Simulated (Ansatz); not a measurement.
# UCCSD(T)/6-311+G(d,p) run of SiNH4O (SMILES N[SiH]O)

What is the vertical doublet–quartet gap of SiNH4O at UCCSD(T)/6-311+G**? 

The results are computed with Ansatz 0.2.0.

53 further runs of the same task are left out: 53 set aside as unsound or not needed.

## (1) The structure to begin with

SiNH4O has 7 atoms, charge 0, and is taken as a doublet. SMILES: `N[SiH]O`. The shape is that of a PBE0-D4/def2-TZVP optimisation. This is one conformer, not always the lowest.

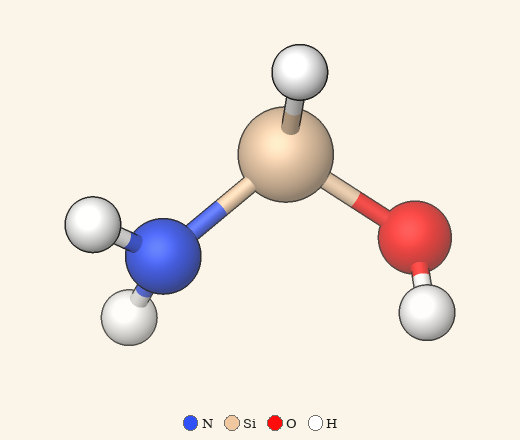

The structure, seen from a chosen angle (nitrogen blue, silicon light orange, oxygen red, hydrogen white).

## (2) The energy at UCCSD(T)/6-311+G(d,p)

Input file run.yaml:

```yaml
crystal:
  periodic: [false, false, false]
  atoms:
    - {symbol: "N", position_ang: [-0.694900, 0.548300, -0.575200]}
    - {symbol: Si, position_ang: [0.293100, 0.159000, 0.781300]}
    - {symbol: O, position_ang: [1.622900, -0.672400, 0.270300]}
    - {symbol: H, position_ang: [-0.355900, 1.168100, -1.294800]}
    - {symbol: H, position_ang: [-1.685800, 0.673200, -0.432900]}
    - {symbol: H, position_ang: [-0.599100, -0.661900, 1.664700]}
    - {symbol: H, position_ang: [1.480900, -1.282400, -0.459000]}
basis:
  gaussian:
    orbitals: 6-311+G_st__st_-spherical.json
accuracy: high
magnetization:
  spin_polarized: true
  initial_magnetization: 1
scf:
  omitted_lower_state_checks: [cluster_reference, increment]
correlation:
  method: ccsd_t
  frozen_orbitals: {H: 0, "N": 1, O: 1, Si: 5}
```

The basis set 6-311+G** is read from a file made from the Basis Set Exchange's data (not shown).

Launch:

```sh
$ ansatz run run.yaml --threads 1 --pin off --max-ram 3480MiB --events-out events.jsonl --progress --plain --runs-dir runs
```

The log of the run, cut to the lines that bear on the results:

```text
Warning: RAYON_NUM_THREADS=1 ignored (pool sized by the plan → 1); use --threads N
Functional definition: HF
  name "HF"
[...]
1830 factors; integrals over basis functions are off by at most 4.2e-9 eV
[...]
mean field -11446.50281838 eV, -420.6512198572 hartree, gradient 2.8e-8 eV, S^2 0.753827; 0 other end points of the search recorded, 0 dependent functions left out
7 core orbitals not correlated: weight in the atoms' cores, before any rotation towards them, 1.000 or more for the frozen orbitals, at most 0.000 for the correlated occupied ones
reference -11446.50281838 eV, -420.6512198572 hartree; 10, 9 occupied and 81, 82 virtual orbitals, 1830 factors
second order -12.90536043 eV of doubles, -0.00000000 eV of singles
cycle   1  -13.10370988 eV  change   -2.0e-1 eV  update   8.2e-2
[...]
cycle  24  -13.52680592 eV  change   -1.1e-9 eV  update   1.2e-9
perturbative correction -0.40475565 eV, -0.0148744958 hartree
Total energy: -11460.43437995 eV, -421.1631953017 hartree
Checks for a lower state left out: cluster_reference, increment
```

Run time: 40 s. Hardware: 1 thread of Intel Xeon 6975P-C (Granite Rapids), shared host; peak memory 1.3 GiB.

## (3) The quartet, same level

Input file job.yaml:

```yaml
crystal:
  periodic: [false, false, false]
  atoms:
    - {symbol: "N", position_ang: [-0.694900, 0.548300, -0.575200]}
    - {symbol: Si, position_ang: [0.293100, 0.159000, 0.781300]}
    - {symbol: O, position_ang: [1.622900, -0.672400, 0.270300]}
    - {symbol: H, position_ang: [-0.355900, 1.168100, -1.294800]}
    - {symbol: H, position_ang: [-1.685800, 0.673200, -0.432900]}
    - {symbol: H, position_ang: [-0.599100, -0.661900, 1.664700]}
    - {symbol: H, position_ang: [1.480900, -1.282400, -0.459000]}
basis:
  gaussian:
    orbitals: 6-311+G_st__st_-spherical.json
scf:
  omitted_lower_state_checks: [cluster_reference, increment]
correlation:
  method: ccsd_t
  frozen_orbitals: {H: 0, "N": 1, O: 1, Si: 5}
magnetization:
  spin_polarized: true
  initial_magnetization: 3
accuracy: high
```

The basis set 6-311+G** is read from a file made from the Basis Set Exchange's data (not shown).

Launch:

```sh
$ ansatz run job.yaml --threads 1 --pin off --max-ram 3480MiB --events-out events.jsonl --progress --plain --runs-dir runs
```

The log of the run, cut to the lines that bear on the results:

```text
Warning: RAYON_NUM_THREADS=1 ignored (pool sized by the plan → 1); use --threads N
[... 2 set-up lines as earlier in the session ...]
[...]
1830 factors; integrals over basis functions are off by at most 4.2e-9 eV
[...]
mean field -11440.89682877 eV, -420.4452035388 hartree, gradient 2.0e-8 eV, S^2 3.759865; 4 other end points of the search recorded, 0 dependent functions left out
7 core orbitals not correlated: weight in the atoms' cores, before any rotation towards them, 1.000 or more for the frozen orbitals, at most 0.000 for the correlated occupied ones
reference -11440.89682877 eV, -420.4452035388 hartree; 11, 8 occupied and 80, 83 virtual orbitals, 1830 factors
second order -11.86934727 eV of doubles, -0.00000000 eV of singles
cycle   1  -12.26996929 eV  change   -4.0e-1 eV  update   8.8e-2
[...]
cycle  32  -12.71604121 eV  change  -9.2e-10 eV  update   1.5e-9
perturbative correction -0.37378280 eV, -0.0137362647 hartree
Total energy: -11453.98665278 eV, -420.9262456988 hartree
Checks for a lower state left out: cluster_reference, increment
```

Wall time 45 s (1 thread of Intel Xeon 6975P-C (Granite Rapids), shared host); peak memory 1.3 GiB.

## (4) Outcome

Level: UCCSD(T)/6-311+G**, 7 core orbitals frozen.

```
                                            quantity          value
                               doublet: total energy  -421.16320 Eh
doublet: correlation energy (7 core orbitals frozen)     -512.0 mEh
                             doublet: (T) correction     -14.87 mEh
          doublet: ⟨S²⟩ of the reference determinant          0.754
                              doublet: T1 diagnostic          0.015
                               quartet: total energy  -420.92625 Eh
quartet: correlation energy (7 core orbitals frozen)     -481.0 mEh
                             quartet: (T) correction     -13.74 mEh
          quartet: ⟨S²⟩ of the reference determinant          3.760
                              quartet: T1 diagnostic          0.023
    vertical energy of the quartet above the doublet       6.448 eV
```

In words: At this shape the quartet lies 6.45 eV (149 kcal/mol) above the doublet. The triples (doublet) make up 2.9 % of the correlation energy. The triples (quartet) make up 2.9 % of the correlation energy.
